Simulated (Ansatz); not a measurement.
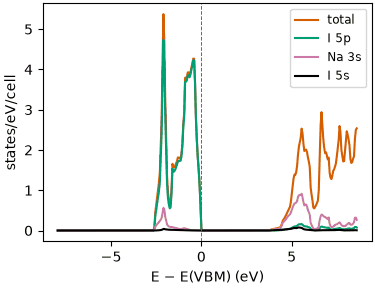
Total and projected density of states of NaI (rock salt, Fm-3m), DFT-LDA in the program Ansatz with PAW potentials

Which orbitals carry the states next to the gap?

Top 1 eV of the valence band: I 5p 98 %. Bottom 1 eV of the conduction band: Na 3s 75 %, I 5s 13 %, I 5p 7 %, outside the projected shells 5 %. Projections are on Löwdin-orthogonalised atomic valence shells; empty p or d shells of many metals are not among them.

Where is the tallest occupied peak in this window, and what makes it?

Near -2.1 eV, about 5.4 states/eV per cell; the largest projected share is I 5p.

The LDA relaxation kept the symmetry of its start; phonons on a q-mesh show no instability. Scalar-relativistic: spin–orbit coupling is off unless named, which matters more the heavier the elements.

Potentials: the later of the program's two PAW sets.
